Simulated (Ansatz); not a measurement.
Input

```
crystal:
  lattice:
    - [-2.9027389667, -5.0276913772, 0.0]
    - [5.7587229545, 0.0269940054, -0.0288622248]
    - [-0.0457882075, 0.0264358339, 9.147979612]
  atoms:
    - { symbol: Al, position: [0.1676878382, 0.8353756764, 0.1262940472] }
    - { symbol: Ti, position: [0.1650395211, 0.8300790423, 0.6220252585] }
    - { symbol: Ti, position: [0.1599578921, 0.3293819059, 0.1273986045] }
    - { symbol: Ti, position: [0.1695692789, 0.3305414136, 0.6249612974] }
    - { symbol: Ti, position: [0.6685290972, 0.8370581944, 0.1207084648] }
    - { symbol: Ti, position: [0.6628106166, 0.8256212331, 0.630104305] }
    - { symbol: Ti, position: [0.6694240138, 0.3293819059, 0.1273986045] }
    - { symbol: Ti, position: [0.6609721347, 0.3305414136, 0.6249612974] }
    - { symbol: Al, position: [0.3323121618, 0.1646243236, 0.3737059528] }
    - { symbol: Ti, position: [0.3349604789, 0.1699209577, 0.8779747415] }
    - { symbol: Ti, position: [0.3400421079, 0.6706180941, 0.3726013955] }
    - { symbol: Ti, position: [0.3304307211, 0.6694585864, 0.8750387026] }
    - { symbol: Ti, position: [0.8314709028, 0.1629418056, 0.3792915352] }
    - { symbol: Ti, position: [0.8371893834, 0.1743787669, 0.869895695] }
    - { symbol: Ti, position: [0.8305759862, 0.6706180941, 0.3726013955] }
    - { symbol: Ti, position: [0.8390278653, 0.6694585864, 0.8750387026] }
basis:
  ecutwfc: 420
kpoints:
  mp_grid: { grid: [9, 9, 4] }
  band_path:
    path: [[0.0, 0.0, 0.0], [0.0, 0.0, -0.5], [0.33333333, 0.33333333, 0.0]]
    npoints: 1
hamiltonian:
  xc: pbesol
scf:
  occupations: { method: gaussian, width: 0.1 }
  n_extra_bands: 11
output:
  forces: true
  stress: true
  eigenvalues: true
  write_density: true
  write_potential: true
  elf: true
  volumetric_format: npy
```

Run with:

```sh
ansatz run input.yaml --threads 4 --pin off --max-ram 10240MiB --backend cpu --events-out ev --progress --plain --runs-dir out
```

Below, planes, directions and counts refer to the conventional cell (a = 9.95 Å, b = 5.81 Å, c = 9.15 Å, α = 90.00°, β = 90.66°, γ = 90.00°).

Space group C2/m; a generated structure, not necessarily the stable one; computed without spin polarisation.

All numbers below come from DFT PBEsol, scalar-relativistic, plane waves, PAW in Ansatz 0.2.0.

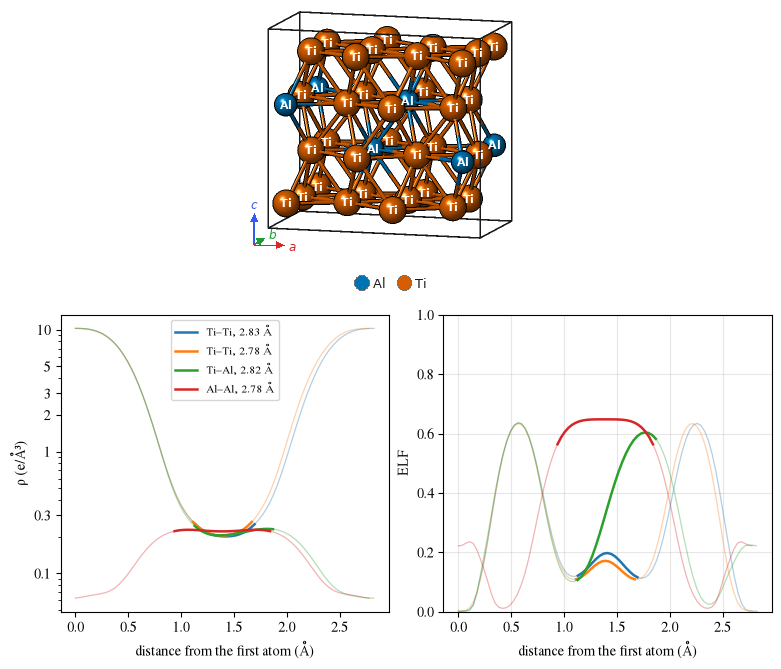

Ti7Al. Valence pseudo-density and electron localisation function along straight lines between neighbouring atoms. Thin, pale parts lie inside the atomic spheres. The structure is drawn too.

The density is the valence pseudo-density of a PAW calculation; it isn't the true density close to the nuclei.

Compare the contacts.

Answer. Ti–Ti (2.83 Å): ρ is about 0.2 e/Å³ halfway; the ELF is about 0.20 at the midpoint: no localised pair shows between them.
Ti–Ti (2.78 Å): ρ is about 0.2 e/Å³ halfway; the ELF is about 0.15 at the midpoint: no shared electron pair shows on this line.
Ti–Al (2.82 Å): the density is about 0.21 e/Å³ at the midpoint; the ELF is about 0.35 at the midpoint.
Al–Al (2.78 Å): ρ at the midpoint is about 0.22 e/Å³; the ELF peaks at about 0.65 between the atoms.
